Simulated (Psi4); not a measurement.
# C2H3Cl2F (1,1-dichloro-1-fluoroethane): PBE0/6-31G(d) (spherical functions)

What is the energy change on altering one bond length of C2H3Cl2F (1,1-dichloro-1-fluoroethane) at PBE0/6-31G* (spherical functions)? 

The calculation is run with Psi4 1.11.

3 further runs of the same task are left out: 3 that didn't finish.

### Step 1. Starting point

The species is C2H3Cl2F (8 atoms), meant as a singlet with charge 0. As SMILES, `CC(F)(Cl)Cl`. The shape is that of a PBE0-D4/def2-TZVP optimisation.

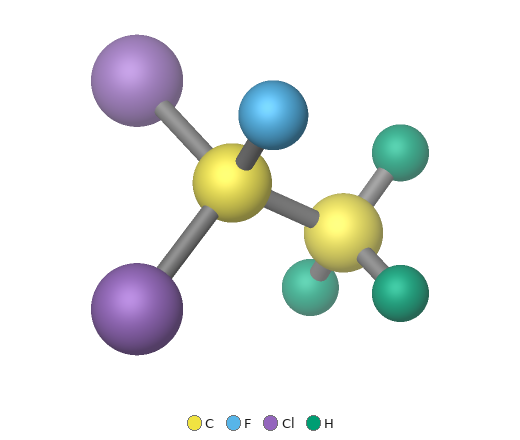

The structure, seen from a chosen angle (carbon yellow, fluorine blue, chlorine purple, hydrogen teal).

### Step 2. Energy and forces at PBE0/6-31G(d) (spherical functions)

job.py

```python
import psi4

psi4.set_memory(1600000000)
psi4.set_num_threads(1)
psi4.set_output_file('psi4.out', False)

mol = psi4.geometry("""
C     -0.133500    -0.505900     0.646300
C      0.199400     0.391300    -0.511300
F      1.523600     0.643200    -0.537400
Cl    -0.232400    -0.372700    -2.055900
Cl    -0.641100     1.950200    -0.373000
H      0.163400    -0.011800     1.572000
H      0.414900    -1.442000     0.535900
H     -1.202100    -0.709300     0.667600
symmetry c1
no_reorient
no_com
""")

psi4.set_options({
    'basis': '6-31G*',
    'puream': True,
    'e_convergence': 1e-09,
    'd_convergence': 1e-08,
    'scf_type': 'pk',
    'dft_radial_points': 99,
    'dft_spherical_points': 590,
})

result, w = psi4.gradient("pbe0", molecule=mol, return_wfn=True)
psi4.oeprop(w, "WIBERG_LOWDIN_INDICES", "QUADRUPOLE", "LOWDIN_CHARGES", title="PBE0")
print('gradient / Eh bohr^-1')
print(result.np.round(6))
print(f'energy = {w.energy():.10f} Eh')
```

The run is started by

```bash
$ python job.py
```

psi4.out:

```text
[...]
  Running in c1 symmetry.
[...]
  Nuclear repulsion =  300.005224811808034
[...]
  Multiplicity = 1
[...]
  Nalpha       = 29
  Nbeta        = 29
[...]
    Number of basis functions: 84
[...]
   @RKS iter   1: -1097.60159440904931   -6.78694e-02   6.07090e-03 DIIS/ADIIS
[...]
   @RKS iter  11: -1097.72516066088451   -1.13687e-12   4.17137e-09 DIIS
[...]
    Orbital Energies [Eh]
    ---------------------
    Doubly Occupied:
       1A   -101.711651     2A   -101.711631     3A    -24.811278
       4A    -10.440535     5A    -10.254419     6A     -9.543642
       7A     -9.543600     8A     -7.279011     9A     -7.278995
      10A     -7.268913    11A     -7.268904    12A     -7.268769
      13A     -7.268763    14A     -1.286127    15A     -0.939180
      16A     -0.861738    17A     -0.790481    18A     -0.652677
      19A     -0.552591    20A     -0.542715    21A     -0.529409
      22A     -0.452654    23A     -0.444223    24A     -0.411670
      25A     -0.401109    26A     -0.359755    27A     -0.341809
      28A     -0.337479    29A     -0.323486
[...]
  @RKS Final Energy: -1097.72516066088451
   => Energetics <=
    Nuclear Repulsion Energy =            300.0052248118080342
    One-Electron Energy =               -2111.6564261592284311
    Two-Electron Energy =                 773.2730876401298019
    DFT Exchange-Correlation Energy =     -59.3470469535941305
    Empirical Dispersion Energy =           0.0000000000000000
    VV10 Nonlocal Energy =                  0.0000000000000000
    Total Energy =                      -1097.7251606608847396
[...]
  -Total Gradient:
     Atom            X                  Y                   Z
    ------   -----------------  -----------------  -----------------
       1        0.000545761387     0.000138562271    -0.000044375529
       2       -0.003078521150    -0.000714387136     0.000257406132
       3       -0.000229494668     0.000347970433    -0.000532250732
       4        0.000644069557     0.002693492816     0.004085877846
       5        0.001906628142    -0.004446498533    -0.001072933014
       6       -0.000704724609    -0.000511887928    -0.001673872344
       7       -0.001070699076     0.001540920429    -0.000182291254
       8        0.001979165146     0.000949296408    -0.000835987916
[...]
 Multipole Moments:
 ------------------------------------------------------------------------------------
     Multipole            Electronic (a.u.)      Nuclear  (a.u.)        Total (a.u.)
 ------------------------------------------------------------------------------------
 L = 1.  Multiply by 2.5417464519 to convert [e a0] to [Debye]
 Dipole X            :          2.4323087           -2.5804210           -0.1481124
 Dipole Y            :        -56.7197247           56.2299347           -0.4897900
 Dipole Z            :         81.0337088          -80.3934847            0.6402241
 Magnitude           :                                                    0.8195843
 L = 2.  Multiply by 1.3450342976 to convert [e a0^2] to [Debye ang]
 Quadrupole XX       :       -142.1174757          109.9420757          -32.1754000
 Quadrupole XY       :         34.9606584          -35.1269687           -0.1663104
[...]
```

The script printed:

```text
gradient / Eh bohr^-1
[[ 5.460e-04  1.390e-04 -4.400e-05]
 [-3.079e-03 -7.140e-04  2.570e-04]
 [-2.290e-04  3.480e-04 -5.320e-04]
 [ 6.440e-04  2.693e-03  4.086e-03]
 [ 1.907e-03 -4.446e-03 -1.073e-03]
 [-7.050e-04 -5.120e-04 -1.674e-03]
 [-1.071e-03  1.541e-03 -1.820e-04]
 [ 1.979e-03  9.490e-04 -8.360e-04]]
energy = -1097.7251606609 Eh
```

It took 30 s on 1 thread of Intel Xeon at 2.70GHz, shared host; peak memory 0.77 GiB.

### Step 3. The distorted shape: a single-point energy at PBE0/6-31G(d) (spherical functions)

calc.dat

```
memory 1600 MB

molecule mol {
  0 1
  C      0.875116    -2.376610     0.480337
  C      1.208016    -1.479410    -0.677263
  F      2.532216    -1.227510    -0.703363
  Cl     0.776216    -2.243410    -2.221863
  Cl    -0.641100     1.950200    -0.373000
  H      1.172016    -1.882510     1.406037
  H      1.423516    -3.312710     0.369937
  H     -0.193484    -2.580010     0.501637
  symmetry c1
  no_reorient
  no_com
}

set {
  basis 6-31G*
  puream true
  e_convergence 1e-09
  d_convergence 1e-08
  scf_type pk
  dft_radial_points 99
  dft_spherical_points 590
}

energy('pbe0')
```

The run is started by

```bash
$ psi4 -n 1 calc.dat calc.out
```

calc.out:

```text
[...]
  Running in c1 symmetry.
[...]
  Nuclear repulsion =  236.998639948474562
[...]
  Multiplicity = 1
[...]
  Nalpha       = 29
  Nbeta        = 29
[...]
    Number of basis functions: 84
[...]
   @RKS iter   1: -1097.28906938714499   -2.57292e-01   7.19573e-03 DIIS/ADIIS
[...]
   @RKS iter  17: -1097.56762158028732   -4.41105e-11   5.51276e-09 DIIS
[...]
    Orbital Energies [Eh]
    ---------------------
    Doubly Occupied:
       1A   -101.775997     2A   -101.638824     3A    -24.885873
       4A    -10.486228     5A    -10.301828     6A     -9.606705
       7A     -9.464394     8A     -7.341934     9A     -7.332965
      10A     -7.331176    11A     -7.199853    12A     -7.190461
      13A     -7.190454    14A     -1.344762    15A     -0.958402
      16A     -0.841748    17A     -0.738156    18A     -0.702773
      19A     -0.592158    20A     -0.573219    21A     -0.568794
      22A     -0.494525    23A     -0.479257    24A     -0.453144
      25A     -0.406552    26A     -0.394027    27A     -0.266176
      28A     -0.263586    29A     -0.263538
[...]
  @RKS Final Energy: -1097.56762158028732
   => Energetics <=
    Nuclear Repulsion Energy =            236.9986399484745618
    One-Electron Energy =               -1985.0163157743158990
    Two-Electron Energy =                 709.6320743127728292
    DFT Exchange-Correlation Energy =     -59.1820200672188008
    Empirical Dispersion Energy =           0.0000000000000000
    VV10 Nonlocal Energy =                  0.0000000000000000
    Total Energy =                      -1097.5676215802873230
[...]
 Multipole Moments:
 ------------------------------------------------------------------------------------
     Multipole            Electronic (a.u.)      Nuclear  (a.u.)        Total (a.u.)
 ------------------------------------------------------------------------------------
 L = 1.  Multiply by 2.5417464519 to convert [e a0] to [Debye]
 Dipole X            :        -74.4966621           75.5659072            1.0692451
 Dipole Y            :         85.7085878          -88.7103773           -3.0017894
 Dipole Z            :         93.5295547          -93.2520940            0.2774607
 Magnitude           :                                                    3.1985949
[...]
```

It took 21 s on 1 thread of Intel Xeon at 2.70GHz, shared host; peak memory 1.1 GiB.

### Step 4. Outcome

At PBE0/6-31G* (spherical functions):

| quantity | value |
| --- | --- |
| first shape: total energy | -1097.72516 Eh |
| first shape: dipole moment | 2.08 D |
| first shape: HOMO energy | -8.80 eV |
| first shape: LUMO energy | -0.09 eV |
| first shape: HOMO–LUMO gap | 8.71 eV |
| first shape: largest force on an atom | 0.255 eV/Å |
| distorted shape: total energy | -1097.56762 Eh |
| distorted shape: dipole moment | 8.13 D |
| distorted shape: HOMO energy | -7.17 eV |
| distorted shape: LUMO energy | -5.80 eV |
| distorted shape: HOMO–LUMO gap | 1.37 eV |
| energy change with the C2–Cl5 bond stretched from 1.776 to 3.908 Å | 4.287 eV |

What this shows: One bond (distorted shape) is far stretched, which a spin-restricted single reference describes badly; a broken-symmetry solution may lie lower. With the C2–Cl5 bond stretched from 1.776 to 3.908 Å the energy rises by 4.29 eV (99 kcal/mol). The first shape isn't relaxed at this level, so the change isn't measured from a minimum. A restricted reference can't describe the breaking bond well at this length. The largest force (first shape) is 0.25 eV/Å: the shape isn't a stationary point for this species at this level.
